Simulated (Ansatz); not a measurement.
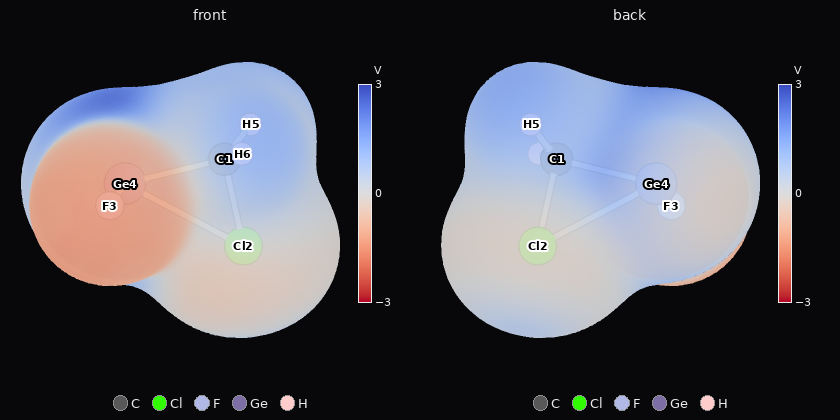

CH2ClFGe (SMILES [F][Ge-]1[CH2][Cl+]1). The electrostatic potential painted on the density surface at 0.002 e/bohr³, seen from the front and from behind; the colour scale runs from red (negative) to blue (positive).

Geometry: PBE-D3(BJ)/def2-SVP.

Level of theory: isolated molecule in a Gaussian basis; Kohn-Sham density functional theory, functional PBE0 in Ansatz.

```xyz
6

C     0.7589   -1.0511    0.7928
Cl    1.1248   -2.5931   -0.1448
F    -2.0173   -1.5876    0.6392
Ge   -0.8410   -0.8211   -0.4633
H     1.6414   -0.3905    0.7082
H     0.5421   -1.3359    1.8389
```

Where is the surface potential most negative and most positive?

The most negative region (about −1.4 V) lies over F3, the most positive (about +2.2 V) over Ge4.

What dipole moment does the calculation give?

Its dipole moment is 2.52 D.
